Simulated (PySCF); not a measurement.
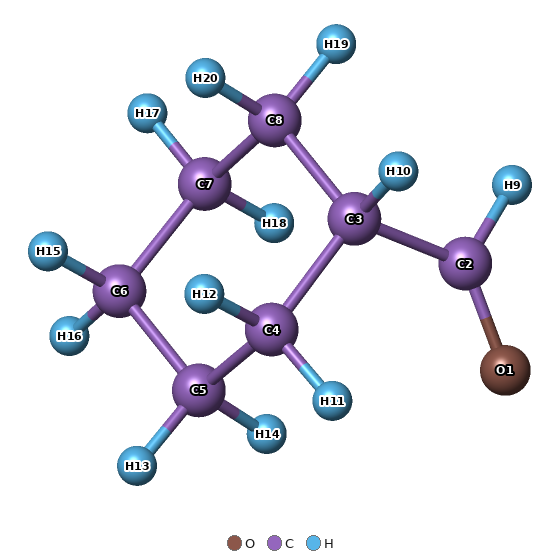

The molecule: C₇H₁₂O, SMILES O=CC1CCCCC1.

GIAO shifts, PBE0/pcSseg-1 with PySCF, at a GFN2-xTB geometry (no frequency check), against TMS for ¹³C and H₂O for ¹⁷O computed at the same level (¹⁷O: a single water molecule, while the usual scale starts at liquid water and gives values some tens of ppm lower). Gas phase, fully decoupled, line heights follow the number of nuclei, widths are arbitrary (no quadrupolar broadening); values of one conformer, averaged over nuclei that symmetry, rotation about single bonds or ring flips exchange, these motions taken as fast; other conformers aren't averaged in.

Q: How many ¹³C lines appear, and where?

A: 5 signals.


```
δ (ppm)  nuclei   atoms
  211.1       1      C2
   51.2       1      C3
   30.4       1      C6
   29.0       2  C4, C8
   26.9       2  C5, C7
```

The order of signals that lie close, as those under 2 ppm apart, is within the error of the method.

Q: Which ¹⁷O signals does it give?

A: 1 signal.


```csv
δ (ppm),nuclei,atoms
697.5,1,O1
```

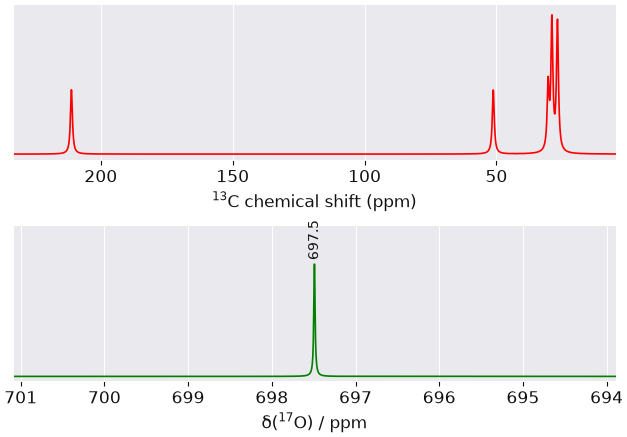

Known limits of this run: the tight-binding geometry is rougher than a DFT one and adds to the error.
